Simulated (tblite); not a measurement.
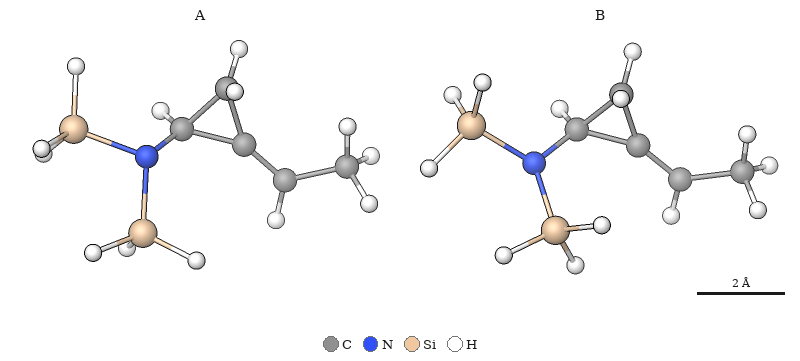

Two geometries of C₅H₁₃NSi₂, drawn at one scale. One is the start of a relaxation, the other its converged end. A ball-and-stick model, seen at a tilt.

Method: GFN2-xTB geometry optimisation, gas phase in tblite. 

### Which geometry has the lower energy?

Structure B is the relaxed one. After 182 geometry steps the energy has fallen by 16.4 kcal/mol. The largest move after the best rigid fit is that of an H atom, 1.37 Å. By element the largest moves are H 1.37 Å, N 0.62 Å, Si 0.36 Å, C 0.26 Å. Near-neighbour distances that change, for instance: N–Si 1.802 → 1.738 Å, C–H 1.138 → 1.081 Å, C–C 1.514 → 1.468 Å, N–Si 1.775 → 1.736 Å. Bond angles that change, for instance: Si–N–Si 107.4° → 126.8°, C–C–H 110.4° → 117.9°, C–C–N 113.2° → 120.3°. The run took 5.3 s on 1 thread of Intel(R) Xeon(R) Processor @ 2.50GHz (shared host).
